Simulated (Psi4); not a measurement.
# Run report: GeH3O, single-point calculation (part 2 of 2)

Continued. System: GeH3O, multiplicity 2, SMILES [O][GeH3]. Method: CCSD(T)/cc-pVDZ, UHF (Psi4 1.11). The geometry comes from this level: PBE0-D4/def2-TZVP.

Geometry of the input (Å):
```
O  -1.4439  0.4186  0.7773
Ge 0.0723  -0.0563  -0.0569
H  -0.1622  -0.0912  -1.5747
H  0.5480  -1.4181  0.4715
H  1.0357  1.0734  0.3414
```

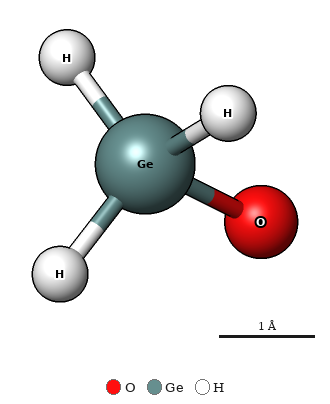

*The structure (ball-and-stick view, seen at a tilt). Sticks mark near contacts.*

### Output, continued
```
	IRREP	# MOs	# FZDC	# DOCC	# SOCC	# VIRT	# FZVR
	-----	-----	------	------	------	------	------
	 A	   56	    10	    11	    1	    34	    0
	Transforming integrals...
	IWL integrals will be deleted.
	(OO|OO)...
	Presorting SO-basis two-electron integrals.
	Sorting File: SO Ints (nn|nn) nbuckets = 1
	Constructing frozen core operators
	Starting AA/AB first half-transformation.
	Sorting AA/AB half-transformed integrals.
	Starting BB first half-transformation.
	Sorting BB half-transformed integrals.
	First half integral transformation complete.
	Starting AA second half-transformation.
	Starting AB second half-transformation.
	Starting BB second half-transformation.
	Two-electron integral transformation complete.
	(OO|OV)...
	Starting AA second half-transformation.
	Starting AB second half-transformation.
	Starting BB second half-transformation.
	Two-electron integral transformation complete.
	(OO|VV)...
	Starting AA second half-transformation.
	Starting AB second half-transformation.
	Starting BB second half-transformation.
	Two-electron integral transformation complete.
	(OV|OO)...
	Starting AA/AB first half-transformation.
	Sorting AA/AB half-transformed integrals.
	Starting BB first half-transformation.
	Sorting BB half-transformed integrals.
	First half integral transformation complete.
	Starting AA second half-transformation.
	Starting AB second half-transformation.
	Starting BB second half-transformation.
	Two-electron integral transformation complete.
	(OV|OV)...
	Starting AA second half-transformation.
	Starting AB second half-transformation.
	Starting BB second half-transformation.
	Two-electron integral transformation complete.
	(OV|VV)...
	Starting AA second half-transformation.
	Starting AB second half-transformation.
	Starting BB second half-transformation.
	Two-electron integral transformation complete.
	(VV|OO)...
	Starting AA/AB first half-transformation.
	Sorting AA/AB half-transformed integrals.
	Starting BB first half-transformation.
	Sorting BB half-transformed integrals.
	First half integral transformation complete.
	Starting AA second half-transformation.
	Starting AB second half-transformation.
	Starting BB second half-transformation.
	Two-electron integral transformation complete.
	(VV|OV)...
	Starting AA second half-transformation.
	Starting AB second half-transformation.
	Starting BB second half-transformation.
	Two-electron integral transformation complete.
	(VV|VV)...
	Starting AA second half-transformation.
	Starting AB second half-transformation.
	Starting BB second half-transformation.
	Two-electron integral transformation complete.
	Frozen core energy     =  -2110.07932876726454

	Size of irrep 0 of <AB|CD> integrals:      0.315 (MW) /      2.518 (MB)
	Total:                                     0.315 (MW) /      2.518 (MB)

	Size of irrep 0 of <ab|cd> integrals:      0.354 (MW) /      2.832 (MB)
	Total:                                     0.354 (MW) /      2.832 (MB)

	Size of irrep 0 of <Ab|Cd> integrals:      1.416 (MW) /     11.329 (MB)
	Total:                                     1.416 (MW) /     11.329 (MB)

	Size of irrep 0 of <IA|BC> integrals:      0.472 (MW) /      3.773 (MB)
	Total:                                     0.472 (MW) /      3.773 (MB)

	Size of irrep 0 of <ia|bc> integrals:      0.472 (MW) /      3.773 (MB)
	Total:                                     0.472 (MW) /      3.773 (MB)

	Size of irrep 0 of <Ia|Bc> integrals:      0.500 (MW) /      3.998 (MB)
	Total:                                     0.500 (MW) /      3.998 (MB)

	Size of irrep 0 of <iA|bC> integrals:      0.445 (MW) /      3.560 (MB)
	Total:                                     0.445 (MW) /      3.560 (MB)

	Size of irrep 0 of tIjAb amplitudes:       0.157 (MW) /      1.257 (MB)
	Total:                                     0.157 (MW) /      1.257 (MB)

	Nuclear Rep. energy          =    113.90988134176840
	SCF energy                   =  -2151.89979244459664
	One-electron energy          =   -286.00137135748048
	Two-electron (AA) energy     =     31.36630606672711
	Two-electron (BB) energy     =     27.41675527420411
	Two-electron (AB) energy     =     71.48796499736652
	Two-electron energy          =    130.27102633829773
	Reference energy             =  -2151.89979244467895

	total time  =          1 seconds =       0.02 minutes
            **************************
            *                        *
            *        CCENERGY        *
            *                        *
            **************************

    Nuclear Rep. energy (wfn)     =  113.909881341768397
    SCF energy          (wfn)     = -2151.899792444596642
    Reference energy    (file100) = -2151.899792444678951

    Input parameters:
    -----------------
    Wave function   =     CCSD_T
    Reference wfn   =     UHF
    Brueckner       =     No
    Memory (Mbytes) =     1600.0
    Maxiter         =     50
    R_Convergence   =     1.0e-07
    E_Convergence   =     1.0e-06
    Restart         =     Yes
    DIIS            =     Yes
    AO Basis        =     NONE
    ABCD            =     NEW
    Cache Level     =     2
    Cache Type      =     LRU
    Print Level     =     1
    Num. of threads =     1
    # Amps to Print =     10
    Print MP2 Amps? =     No
    Analyze T2 Amps =     No
    Print Pair Ener =     No
    Local CC        =     No
    SCS-MP2         =     False
    SCSN-MP2        =     False
    SCS-CCSD        =     False

MP2 correlation energy -0.2608662918790313
                Solving CC Amplitude Equations
                ------------------------------
  Iter             Energy              RMS        T1Diag      D1Diag    New D1Diag    D2Diag
  ----     ---------------------    ---------   ----------  ----------  ----------   --------
     0        -0.260866291879031    0.000e+00    0.000000    0.000000    0.000000    0.000000
     1        -0.283230265625195    7.265e-02    0.010850    0.000000    0.000000    0.000000
     2        -0.293165878915558    2.391e-02    0.012856    0.000000    0.000000    0.000000
     3        -0.295467472165075    1.415e-02    0.015580    0.000000    0.000000    0.000000
     4        -0.295501273451416    6.500e-03    0.017309    0.000000    0.000000    0.000000
     5        -0.295564087006794    3.210e-03    0.018224    0.000000    0.000000    0.000000
     6        -0.295624420143821    1.374e-03    0.018615    0.000000    0.000000    0.000000
     7        -0.295629749691465    4.533e-04    0.018643    0.000000    0.000000    0.000000
     8        -0.295635039372617    2.505e-04    0.018679    0.000000    0.000000    0.000000
     9        -0.295632206748909    1.467e-04    0.018687    0.000000    0.000000    0.000000
    10        -0.295630574921061    1.037e-04    0.018693    0.000000    0.000000    0.000000
    11        -0.295631249310172    7.017e-05    0.018702    0.000000    0.000000    0.000000
    12        -0.295632176837437    4.754e-05    0.018698    0.000000    0.000000    0.000000
    13        -0.295632626449540    2.538e-05    0.018700    0.000000    0.000000    0.000000
    14        -0.295632396790587    1.074e-05    0.018700    0.000000    0.000000    0.000000
    15        -0.295632332714447    4.330e-06    0.018700    0.000000    0.000000    0.000000
    16        -0.295632362973852    1.932e-06    0.018701    0.000000    0.000000    0.000000
    17        -0.295632365223043    7.108e-07    0.018701    0.000000    0.000000    0.000000
    18        -0.295632367903606    3.436e-07    0.018701    0.000000    0.000000    0.000000
    19        -0.295632363266914    1.603e-07    0.018701    0.000000    0.000000    0.000000
    20        -0.295632360794441    9.864e-08    0.018701    0.000000    0.000000    0.000000

    Iterations converged.

    Largest TIA Amplitudes:
              8   3        -0.0248472263
              9   0        -0.0228472514
              7   1         0.0191873783
              6   2        -0.0120919412
              9   7         0.0117518827
              9   2        -0.0102053159
              7   9        -0.0086388934
              7   2         0.0078340657
             10  14        -0.0075543407
             11  15        -0.0073997344

    Largest Tia Amplitudes:
              9   0        -0.0516275790
              7   3        -0.0223092194
              9   4        -0.0190072335
              8   1        -0.0184524321
             10   3        -0.0136974891
              6   2        -0.0108919641
              8   0         0.0106665025
              8  18         0.0091448925
              8   2        -0.0091253469
              9  15         0.0086745343

    Largest TIJAB Amplitudes:
      9   7  18  16        -0.0170776619
      8   7  17  16        -0.0169296103
      9   8  18  17        -0.0147337360
      8   7  30  29        -0.0142769600
     10   9   9   0        -0.0111349720
     11   7  17  16        -0.0109129028
     10   6   4   2         0.0098198467
      9   8  33  32         0.0096657318
     11   9  18  17         0.0095243654
      9   7  33  31         0.0094003191

    Largest Tijab Amplitudes:
      9   8   1   0        -0.0174806489
      9   7   3   0        -0.0143688467
     10   8  18  17         0.0121178633
     10   9   9   0         0.0118732373
     10   9   4   3        -0.0118501358
      8   7  18  17        -0.0106625511
      9   8   8   0         0.0092809404
     10   8   9   1        -0.0092204530
      9   8   2   0        -0.0092007416
      9   6   5   2        -0.0091204838

    Largest TIjAb Amplitudes:
     10   9   2   2         0.0285437056
      9   8  18  18        -0.0269917473
     10   9   2   0        -0.0254183372
     10   9   4   5         0.0253696215
     11  10   3   3        -0.0251087394
      8  10  17  17        -0.0247834536
      8   7  17  17        -0.0234922841
      9   8   7   8        -0.0223562216
      7   8  16  18        -0.0214672378
     11  10   1   2         0.0214474923

    SCF energy       (wfn)                    = -2151.899792444596642
    Reference energy (file100)                = -2151.899792444678951

    Opposite-spin MP2 correlation energy      =   -0.203121415788639
    Same-spin MP2 correlation energy          =   -0.057744876090393
    Singles MP2 correlation energy            =   -0.000000000000000
    MP2 correlation energy                    =   -0.260866291879031
      * MP2 total energy                      = -2152.160658736558162

    Opposite-spin CCSD correlation energy     =   -0.239307633808968
    Same-spin CCSD correlation energy         =   -0.056324726985474
    Singles CCSD correlation energy           =   -0.000000000000000
    CCSD correlation energy                   =   -0.295632360794441
      * CCSD total energy                     = -2152.195424805473522

            **************************
            *                        *
            *        CCTRIPLES       *
            *                        *
            **************************

    Wave function   =    CCSD_T
    Reference wfn   =      UHF

    Nuclear Rep. energy (wfn)                =  113.909881341768397
    SCF energy          (wfn)                = -2151.899792444596642
    Reference energy    (file100)            = -2151.899792444678951
    CCSD energy         (file100)            =   -0.295632360794441
    Total CCSD energy   (file100)            = -2152.195424805473522

    Number of ijk index combinations:
    Spin Case AAA:                                 220
    Spin Case BBB:                                 165
    Spin Case AAB:                                 726
    Spin Case ABB:                                 660
    AAA (T) energy                             =   -0.000192766229295
    BBB (T) energy                             =   -0.000172131794201
    AAB (T) energy                             =   -0.003141737249673
    ABB (T) energy                             =   -0.002820559267524
    (T) energy                                   =   -0.006327194540693
      * CCSD(T) total energy                     = -2152.201752000014039

    Psi4 run time: 0:00:19.56
```

### File result.json
```
{
 "driver": "energy",
 "model": {
  "method": "ccsd(t)",
  "basis": "cc-pVDZ"
 },
 "success": true,
 "return_result": -2152.201752000014,
 "properties": {
  "calcinfo_nbasis": 56,
  "calcinfo_nmo": 56,
  "calcinfo_nalpha": 22,
  "calcinfo_nbeta": 21,
  "calcinfo_natom": 5,
  "nuclear_repulsion_energy": 113.9098813417684,
  "return_energy": -2152.201752000014,
  "scf_one_electron_energy": -3226.297564989324,
  "scf_two_electron_energy": 960.4878912029587,
  "scf_dipole_moment": [0.7023922035757411, -0.25215025001755453, -0.4073643678431794],
  "scf_total_energy": -2151.8997924445966,
  "scf_iterations": 22,
  "mp2_same_spin_correlation_energy": -0.05774487609039257,
  "mp2_opposite_spin_correlation_energy": -0.20312141578863874,
  "mp2_singles_energy": -9.096275718620559e-28,
  "mp2_doubles_energy": -0.2608662918790313,
  "mp2_correlation_energy": -0.2608662918790313,
  "mp2_total_energy": -2152.160658736558,
  "ccsd_same_spin_correlation_energy": -0.05632472698547372,
  "ccsd_opposite_spin_correlation_energy": -0.23930763380896752,
  "ccsd_singles_energy": -8.758583955318289e-17,
  "ccsd_doubles_energy": -0.2956323607944412,
  "ccsd_correlation_energy": -0.29563236079444133,
  "ccsd_total_energy": -2152.1954248054735,
  "ccsd_iterations": 20,
  "ccsd_prt_pr_correlation_energy": -0.3019595553351344,
  "ccsd_prt_pr_total_energy": -2152.201752000014
 }
}
```

### Summary

```csv
quantity,value
outcome,converged
total energy,−2152.201752 hartree
SCF energy,−2151.899792 hartree
MP2 energy,−2152.160659 hartree
CCSD energy,−2152.195425 hartree
correlation energy,−0.301960 hartree
(T) correction,−0.006327 hartree
basis functions,56
T1 diagnostic,0.019
⟨S²⟩,0.757
wall time,21 s
peak memory,0.41 GiB
```
